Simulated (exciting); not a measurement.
**TaAgO3: the O K edge from the Bethe–Salpeter equation**

Aim: the O K absorption edge of TaAgO3 with the electron–hole interaction treated explicitly, and what each term of the kernel does.

Main program and level: exciting sodium; X-ray absorption, core-level Bethe-Salpeter equation, exchange and statically screened direct term, Tamm-Dancoff, all-electron LAPW+lo LDA.

## Step 1: The structure

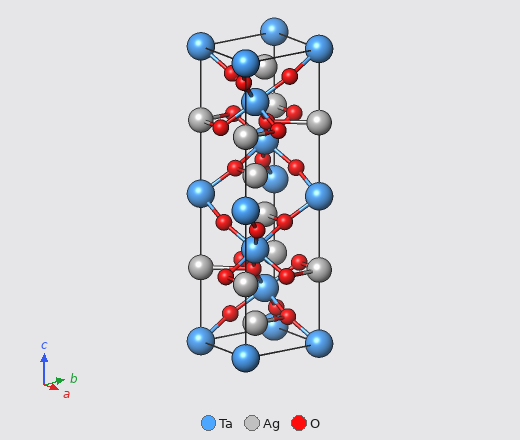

The starting structure, seen slightly off an axis (tantalum blue, silver light grey, oxygen red). This picture shows the conventional cell, with its axes. Bonds to atoms that aren't drawn are left out. Some periodic images of atoms are drawn too.

Structure file:

```
Ta Ag O
1.0
     2.78783    1.60955    4.64445
    -2.78783    1.60955    4.64445
     0.00000   -3.21911    4.64445
Ta Ag O
2 2 6
Direct
  0.00000 0.00000 0.00000
  0.50000 0.50000 0.50000
  0.75000 0.75000 0.75000
  0.25000 0.25000 0.25000
  0.80653 0.25000 0.69347
  0.25000 0.69347 0.80653
  0.69347 0.80653 0.25000
  0.75000 0.30653 0.19347
  0.19347 0.75000 0.30653
  0.30653 0.19347 0.75000
```

Differences between curves are given as r.m.s. difference over r.m.s. height.

## Step 2: Ground state

The species files are the program's own, with muffin-tin radii set in the input.

Input file input.xml:

```
<input>
  <title>TaAgO3</title>
  <structure speciespath="." autormt="false" epslat="1.0e-5">
    <crystal>
      <basevect>5.2682318572 3.0416150810 8.7767291203</basevect>
      <basevect>-5.2682318572 3.0416150810 8.7767291203</basevect>
      <basevect>0.0000000000 -6.0832301618 8.7767291203</basevect>
    </crystal>
    <species speciesfile="Ta.xml" rmt="2.135">
      <atom coord="0.0000000000 0.0000000000 0.0000000000"/>
      <atom coord="0.5000000000 0.5000000000 0.5000000000"/>
    </species>
    <species speciesfile="Ag.xml" rmt="2.245">
      <atom coord="0.7500000000 0.7500000000 0.7500000000"/>
      <atom coord="0.2500000000 0.2500000000 0.2500000000"/>
    </species>
    <species speciesfile="O.xml" rmt="1.548">
      <atom coord="0.8065260000 0.2500000000 0.6934740000"/>
      <atom coord="0.2500000000 0.6934740000 0.8065260000"/>
      <atom coord="0.6934740000 0.8065260000 0.2500000000"/>
      <atom coord="0.7500000000 0.3065260000 0.1934740000"/>
      <atom coord="0.1934740000 0.7500000000 0.3065260000"/>
      <atom coord="0.3065260000 0.1934740000 0.7500000000"/>
    </species>
  </structure>
  <groundstate do="fromscratch" xctype="LDA_PW" ngridk="3 3 3" rgkmax="6.5" gmaxvr="14" nempty="8" swidth="0.001" maxscl="100" epsengy="1e-5"/>
</input>
```

Launch:

```
$ OMP_NUM_THREADS=1 mpirun -n 2 exciting
```

Numbers of over 12 decimals in the logs are rounded to 6 here.

The log of the run:

```text
EXCITING SODIUM started
********************************************************************************
* Ground-state run starting from atomic densities                              *
********************************************************************************
+ Starting initialization                                                      +
[... lattice and species ...]
 Spin treatment                             :    spin-unpolarised
 Number of Bravais lattice symmetries       :      12
[...]
+ Self-consistent loop stopped                                                 +
 STATE.OUT is written
********************************************************************************
* Groundstate module stopped                                                   *
********************************************************************************
 Total time spent (seconds)                 :       178.61
- CAUTION! Warnings have been written in file WARNING.OUT !                    -
| EXCITING SODIUM stopped                                                      =
[key lines of the parts left out:]
Total energy                               :    -42307.86551944
Fermi energy                               :         0.25142118
```

Elapsed: 3 min, on 2 MPI ranks of Arm Neoverse V2, shared host.

The warnings file holds hints only, no warning.

The mesh shows a gap of 1.94 eV. Core levels (Dirac, from the valence top):

| atom | level | energy (eV) |
| --- | --- | --- |
| O | 1s1/2 | -500.8 |

## Step 3: A richer basis for the empty states

Each species file gets more local orbitals, built from u and its energy derivative at 0.15 Ha and u at 0.9 Ha.

input.xml is that of step 2.

Input file SPECIES.xml, added lines:

```
<lo l="L">  <!-- L = 0, 1, 2, and 3 from Cs on -->
  <wf matchingOrder="0" trialEnergy="0.1500" searchE="false"/>
  <wf matchingOrder="1" trialEnergy="0.1500" searchE="false"/>
  <wf matchingOrder="0" trialEnergy="0.9000" searchE="false"/>
</lo>
```

Launch:

```
$ OMP_NUM_THREADS=1 mpirun -n 2 exciting
```

The log of the run:

```text
EXCITING SODIUM started
********************************************************************************
* Ground-state run starting from atomic densities                              *
********************************************************************************
+ Starting initialization                                                      +
[... lattice and species ...]
 Spin treatment                             :    spin-unpolarised
 Number of Bravais lattice symmetries       :      12
[...]
+ Self-consistent loop stopped                                                 +
 STATE.OUT is written
********************************************************************************
* Groundstate module stopped                                                   *
********************************************************************************
 Total time spent (seconds)                 :       195.58
- CAUTION! Warnings have been written in file WARNING.OUT !                    -
| EXCITING SODIUM stopped                                                      =
[key lines of the parts left out:]
Total energy                               :    -42307.86889807
Fermi energy                               :         0.25191466
```

The job ended after 3.3 min (2 MPI ranks).

Against the first ground state the total energy moves by -9 meV an atom and the gap by 0.00 eV.

## Step 4: Screening, kernels and BSE for O atom 5

The absorber has 2 Ta at 2.01 Å (bent, 162°, site symmetry 2).

input.xml, as its differences from that of step 3:

```diff
@@ -25,3 +25,20 @@
   </structure>
-  <groundstate do="fromscratch" xctype="LDA_PW" ngridk="3 3 3" rgkmax="6.5" gmaxvr="14" nempty="8" swidth="0.001" maxscl="100" epsengy="1e-5"/>
+  <groundstate do="skip" xctype="LDA_PW" ngridk="3 3 3" rgkmax="6.5" gmaxvr="14" nempty="8" swidth="0.001" maxscl="100" epsengy="1e-5"/>
+  <xs xstype="BSE" ngridk="2 2 2" ngridq="2 2 2" vkloff="0.097 0.273 0.493" rgkmax="6.5" nempty="56" gqmax="3" lmaxapwwf="5" lmaxemat="2" broad="0.01654" tevout="true">
+    <energywindow intv="18.031 19.648" points="439"/>
+    <screening screentype="full" nempty="86"/>
+    <BSE xas="true" xasspecies="3" xasatom="1" xasedge="K" bsetype="singlet" nstlxas="1 52"/>
+    <qpointset>
+      <qpoint>0 0 0</qpoint>
+    </qpointset>
+    <plan>
+      <doonly task="xsgeneigvec"/>
+      <doonly task="writepmatxs"/>
+      <doonly task="scrgeneigvec"/>
+      <doonly task="scrwritepmat"/>
+      <doonly task="screen"/>
+      <doonly task="scrcoulint"/>
+      <doonly task="exccoulint"/>
+    </plan>
+  </xs>
 </input>
```

Input file input.xml for the last start (plan only):

```
  <plan>
    <doonly task="bse"/>
  </plan>
```

Launch:

```
$ OMP_NUM_THREADS=1 mpirun -n 2 exciting
$ OMP_NUM_THREADS=2 exciting
```

The log of the run:

```text
| EXCITING SODIUM started for task xsgeneigvec ( 301)                          =
One-shot GS runs for BSE calculations
One-shot GS runs for k+qmt/2 grids
Info(xsgeneigvec): Generating eigenvectors for Q-point      1
Info(xsgeneigvec): Generation of eigenvectors finished
| EXCITING SODIUM started for task writepmatxs ( 320)                          =
Info(writepmatxs): Momentum matrix elements finished
| EXCITING SODIUM started for task scrgeneigvec ( 401)                         =
One-shot GS runs for BSE calculations
One-shot GS runs for k+qmt/2 grids
[...]
Info(setup_bse_block): Setting up RR part of hamiltonian
Info(setup_bse_block): Singlet spin state
Info(bse): Diagonalizing RR Hamiltonian (TDA)
Info(bse): Invoking Lapack routine ZHEEVR
       832 eigen solutions found in the interval:
         i1=       1 i2=     832
Info(bse): Writing excition energies and oscillator strengths to text file.
Info(makespectrum_dist): Making spectrum using formula for coupling with time reversed AR basis.
Info(makespectrum_dist): Using formalism for vanishing momentum transfer.
Info(writederived): Writing quantities derived from the macroscopic dielectric function.
Info(bselauncher): Spectrum finished for iqmt=  1
Info(bselauncher): All done for BSE type singlet
```

The job ended after 9.2 min (2 MPI ranks).

Wall time by task: xsgeneigvec 20 s, writepmatxs 8.7 s, scrgeneigvec 18 s, scrwritepmat 8.2 s, screen 2.1 min, scrcoulint 87 s, exccoulint 4.7 min, bse 2.4 s.

The O K spectrum of O atom 5 (energy from the Kohn–Sham onset, core level to the lowest empty state found on the meshes used, 502.65 eV; the ground-state mesh sets it, and the shifted mesh has its lowest transition 0.19 eV above it; Im ε scaled to the maximum of the singlet run; cut below the end of the band set):

| E (eV) | isotropic | ε ⊥ c | ε ∥ c |
| --- | --- | --- | --- |
| -4.0 | 0.02 | 0.02 | 0.02 |
| -3.0 | 0.03 | 0.04 | 0.03 |
| -2.0 | 0.06 | 0.06 | 0.06 |
| -1.0 | 0.17 | 0.17 | 0.17 |
| 0.0 | 0.71 | 0.72 | 0.70 |
| 1.0 | 0.94 | 0.93 | 0.98 |
| 2.0 | 0.46 | 0.48 | 0.43 |
| 3.0 | 0.29 | 0.30 | 0.28 |
| 4.0 | 0.33 | 0.35 | 0.28 |
| 5.0 | 0.60 | 0.58 | 0.64 |
| 6.0 | 0.60 | 0.61 | 0.57 |
| 7.0 | 0.62 | 0.63 | 0.61 |
| 8.0 | 0.46 | 0.45 | 0.48 |
| 9.0 | 0.28 | 0.29 | 0.28 |
| 10.0 | 0.30 | 0.31 | 0.29 |
| 11.0 | 0.35 | 0.36 | 0.35 |
| 12.0 | 0.29 | 0.28 | 0.30 |
| 13.0 | 0.24 | 0.26 | 0.21 |
| 14.0 | 0.15 | 0.15 | 0.15 |
| 15.0 | 0.19 | 0.20 | 0.16 |
| 16.0 | 0.20 | 0.20 | 0.19 |
| 17.0 | 0.18 | 0.17 | 0.19 |
| 18.0 | 0.20 | 0.21 | 0.20 |
| 19.0 | 0.22 | 0.18 | 0.28 |
| 20.0 | 0.24 | 0.19 | 0.33 |
| 21.0 | 0.16 | 0.16 | 0.16 |
| 22.0 | 0.15 | 0.15 | 0.15 |

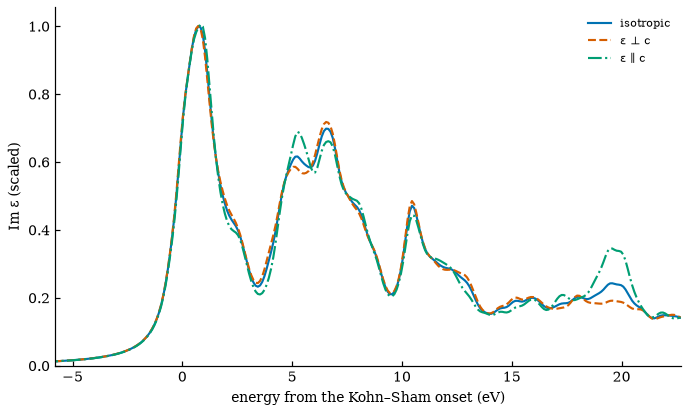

The O K edge of O atom 5.

Maxima (height): 0.7 eV (1.00), 5.2 eV (0.62), 6.5 eV (0.70), 10.5 eV (0.47), 16.0 eV (0.20) and 19.6 eV (0.24).

The Hamiltonian has 832 rows. The lowest groups of eigenvalues and the brightest ones, on the scale above (the program counts from the shifted mesh's onset, 0.19 eV higher). Core spinors bring spin-forbidden partners, so dark means forbidden by spin or by symmetry, and the shifted mesh splits states that symmetry would keep together:

| energy (eV) | states within 10 meV | relative strength |
| --- | --- | --- |
| -0.510 | 2 | 0.23 |
| -0.200 | 2 | 0.028 |
| -0.087 | 2 | 0.31 |
| 0.052 | 1 | dark |
| 0.070 | 1 | 0.90 |
| 0.109 | 2 | 0.0023 |
| 0.488 | 1 | 0.94 |
| 0.747 | 2 | 0.49 |
| 0.988 | 2 | 0.48 |
| 5.261 | 1 | 0.53 |
| 6.347 | 2 | 0.43 |
| 10.384 | 1 | 1.00 |

## Step 5: Independent particles

input.xml, as its differences from that of step 4:

```diff
@@ -29,3 +29,3 @@
     <screening screentype="full" nempty="86"/>
-    <BSE xas="true" xasspecies="3" xasatom="1" xasedge="K" bsetype="singlet" nstlxas="1 52"/>
+    <BSE xas="true" xasspecies="3" xasatom="1" xasedge="K" bsetype="IP" nstlxas="1 52"/>
     <qpointset>
@@ -34,9 +34,3 @@
     <plan>
-      <doonly task="xsgeneigvec"/>
-      <doonly task="writepmatxs"/>
-      <doonly task="scrgeneigvec"/>
-      <doonly task="scrwritepmat"/>
-      <doonly task="screen"/>
-      <doonly task="scrcoulint"/>
-      <doonly task="exccoulint"/>
+      <doonly task="bse"/>
     </plan>
```

Launch:

```
$ OMP_NUM_THREADS=2 exciting
```

The log of the run:

```text
| EXCITING SODIUM started for task bse ( 445)                                  =
Info(bselauncher): Init time:    1.948632
Info(bselauncher): Setting up and diagonalizing BSE Hamiltonian.
Info(bselauncher): Using momentum transfer vectors from list :   1 to  1
Info(bselauncher): Distributing qmt-points over   1 processes.
Info(bselauncher): BSE type: IP
Info(bselauncher): Momentum transfer list index: iqmt=  1
Info(bselauncher): Momentum transfer: vqmtl=   0.000   0.000   0.000
Info(bse): Inspecting occupations...
Info(setranges_modxs): Number of non-reduced k-points:        8
[...]
highest unoccupied state: 116
  Opening gap with a scissor of:      0.000/H      0.000/eV
Info(select_transitions): Number of participating transitions:     832
Info(bse): Selecting transitions...
Info(bse):bsegap (eV):   502.839771
Info(bse): IP requested, nothing much to do
Info(bse): Writing excition energies and oscillator strengths to text file.
Info(makespectrum_dist): Making spectrum using formula for coupling with time reversed AR basis.
Info(makespectrum_dist): Using formalism for vanishing momentum transfer.
Info(writederived): Writing quantities derived from the macroscopic dielectric function.
Info(bselauncher): Spectrum finished for iqmt=  1
Info(bselauncher): All done for BSE type IP
```

It took 3 s on 2 threads.

Maxima (height): 2.3 eV (0.69), 3.2 eV (0.65), 8.8 eV (0.62), 11.9 eV (0.60) and 20.7 eV (0.33); 1 lower ones aren't listed. Against the singlet run the r.m.s. difference is 64 %. Moving the earlier curve by +1.8 eV leaves 28 %. The highest maximum lies at 2.3 eV (0.69), against 0.7 eV (1.00).

## Step 6: Exchange alone

input.xml, as its differences from that of step 5:

```diff
@@ -29,3 +29,3 @@
     <screening screentype="full" nempty="86"/>
-    <BSE xas="true" xasspecies="3" xasatom="1" xasedge="K" bsetype="IP" nstlxas="1 52"/>
+    <BSE xas="true" xasspecies="3" xasatom="1" xasedge="K" bsetype="RPA" nstlxas="1 52"/>
     <qpointset>
```

Launch:

```
$ OMP_NUM_THREADS=2 exciting
```

The log of the run:

```text
| EXCITING SODIUM started for task bse ( 445)                                  =
Info(bselauncher): Init time:    1.944417
Info(bselauncher): Setting up and diagonalizing BSE Hamiltonian.
Info(bselauncher): Using momentum transfer vectors from list :   1 to  1
Info(bselauncher): Distributing qmt-points over   1 processes.
Info(bselauncher): BSE type: RPA
Info(bselauncher): Momentum transfer list index: iqmt=  1
Info(bselauncher): Momentum transfer: vqmtl=   0.000   0.000   0.000
Info(bse): Inspecting occupations...
Info(setranges_modxs): Number of non-reduced k-points:        8
[...]
Info(setup_bse_block): Setting up RR part of hamiltonian
Info(setup_bse_block): Using RPA approximation
Info(bse): Diagonalizing RR Hamiltonian (TDA)
Info(bse): Invoking Lapack routine ZHEEVR
       832 eigen solutions found in the interval:
         i1=       1 i2=     832
Info(bse): Writing excition energies and oscillator strengths to text file.
Info(makespectrum_dist): Making spectrum using formula for coupling with time reversed AR basis.
Info(makespectrum_dist): Using formalism for vanishing momentum transfer.
Info(writederived): Writing quantities derived from the macroscopic dielectric function.
Info(bselauncher): Spectrum finished for iqmt=  1
Info(bselauncher): All done for BSE type RPA
```

Wall time 3 s (2 threads).

Maxima (height): 2.4 eV (0.66), 3.2 eV (0.66), 8.8 eV (0.61), 11.9 eV (0.60) and 20.7 eV (0.33); 1 lower ones aren't listed. Against the independent-particle run the r.m.s. difference is 3 %.

## Step 7: Local-field cutoff

Changed against the first singlet run: cutoff of the kernels (bohr⁻¹) from 3 to 1.5.

input.xml, as its differences from that of step 6:

```diff
@@ -26,6 +26,6 @@
   <groundstate do="skip" xctype="LDA_PW" ngridk="3 3 3" rgkmax="6.5" gmaxvr="14" nempty="8" swidth="0.001" maxscl="100" epsengy="1e-5"/>
-  <xs xstype="BSE" ngridk="2 2 2" ngridq="2 2 2" vkloff="0.097 0.273 0.493" rgkmax="6.5" nempty="56" gqmax="3" lmaxapwwf="5" lmaxemat="2" broad="0.01654" tevout="true">
+  <xs xstype="BSE" ngridk="2 2 2" ngridq="2 2 2" vkloff="0.097 0.273 0.493" rgkmax="6.5" nempty="56" gqmax="1.5" lmaxapwwf="5" lmaxemat="2" broad="0.01654" tevout="true">
     <energywindow intv="18.031 19.648" points="439"/>
     <screening screentype="full" nempty="86"/>
-    <BSE xas="true" xasspecies="3" xasatom="1" xasedge="K" bsetype="RPA" nstlxas="1 52"/>
+    <BSE xas="true" xasspecies="3" xasatom="1" xasedge="K" bsetype="singlet" nstlxas="1 52"/>
     <qpointset>
@@ -34,3 +34,6 @@
     <plan>
-      <doonly task="bse"/>
+      <doonly task="xsgeneigvec"/>
+      <doonly task="screen"/>
+      <doonly task="scrcoulint"/>
+      <doonly task="exccoulint"/>
     </plan>
```

Input file input.xml for the last start (plan only):

```
  <plan>
    <doonly task="bse"/>
  </plan>
```

Launch:

```
$ OMP_NUM_THREADS=1 mpirun -n 2 exciting
$ OMP_NUM_THREADS=2 exciting
```

The log of the run:

```text
| EXCITING SODIUM started for task xsgeneigvec ( 301)                          =
One-shot GS runs for BSE calculations
One-shot GS runs for k+qmt/2 grids
Info(xsgeneigvec): Generating eigenvectors for Q-point      1
Info(xsgeneigvec): Generation of eigenvectors finished
| EXCITING SODIUM started for task screen ( 430)                               =
Info(screenlauncher): Calculating screening for unshifted q-grid.
Info(screenlauncher): Number of q points:       4
Info(screenlauncher): lowest (partially)  unoccupied state:     65
[...]
Info(setup_bse_block): Setting up RR part of hamiltonian
Info(setup_bse_block): Singlet spin state
Info(bse): Diagonalizing RR Hamiltonian (TDA)
Info(bse): Invoking Lapack routine ZHEEVR
       832 eigen solutions found in the interval:
         i1=       1 i2=     832
Info(bse): Writing excition energies and oscillator strengths to text file.
Info(makespectrum_dist): Making spectrum using formula for coupling with time reversed AR basis.
Info(makespectrum_dist): Using formalism for vanishing momentum transfer.
Info(writederived): Writing quantities derived from the macroscopic dielectric function.
Info(bselauncher): Spectrum finished for iqmt=  1
Info(bselauncher): All done for BSE type singlet
```

Wall time 3.4 min (2 MPI ranks).

Wall time by task: xsgeneigvec 20 s, screen 81 s, scrcoulint 48 s, exccoulint 47 s, bse 2.4 s.

These settings are cheaper. The spectrum differs from the singlet run by 10 % r.m.s. The highest maximum lies at 0.9 eV (0.93), against 0.7 eV (1.00). The kernels miss the short-range part of the Coulomb interaction, its components above their cutoff.

| E (eV) | first run | this run |
| --- | --- | --- |
| -4.0 | 0.02 | 0.02 |
| -3.0 | 0.03 | 0.03 |
| -2.0 | 0.06 | 0.06 |
| -1.0 | 0.17 | 0.14 |
| 0.0 | 0.71 | 0.58 |
| 1.0 | 0.94 | 0.91 |
| 2.0 | 0.46 | 0.48 |
| 3.0 | 0.29 | 0.30 |
| 4.0 | 0.33 | 0.29 |
| 5.0 | 0.60 | 0.53 |
| 6.0 | 0.60 | 0.57 |
| 7.0 | 0.62 | 0.68 |
| 8.0 | 0.46 | 0.51 |
| 9.0 | 0.28 | 0.32 |
| 10.0 | 0.30 | 0.30 |
| 11.0 | 0.35 | 0.42 |
| 12.0 | 0.29 | 0.32 |
| 13.0 | 0.24 | 0.26 |
| 14.0 | 0.15 | 0.16 |
| 15.0 | 0.19 | 0.19 |
| 16.0 | 0.20 | 0.21 |
| 17.0 | 0.18 | 0.18 |
| 18.0 | 0.20 | 0.21 |
| 19.0 | 0.22 | 0.22 |
| 20.0 | 0.24 | 0.25 |
| 21.0 | 0.16 | 0.17 |
| 22.0 | 0.15 | 0.15 |

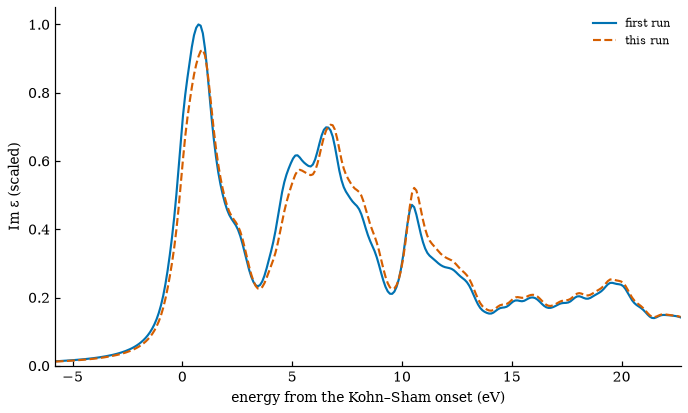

This run beside the first singlet run.

(Continued in part 2 of 2.)

[Banner, clock and machine lines of the logs are left out without a mark of their own.]

[Logs are printed without paths, hosts, clocks, repeated set-up lines and the standing remarks that a program may print on its own settings, such as how far it seeks lower states.]

[Hosts, paths, dates, database ids (printed as entryN), source tags and the programs' standing remarks are cut or masked in the printed files.]
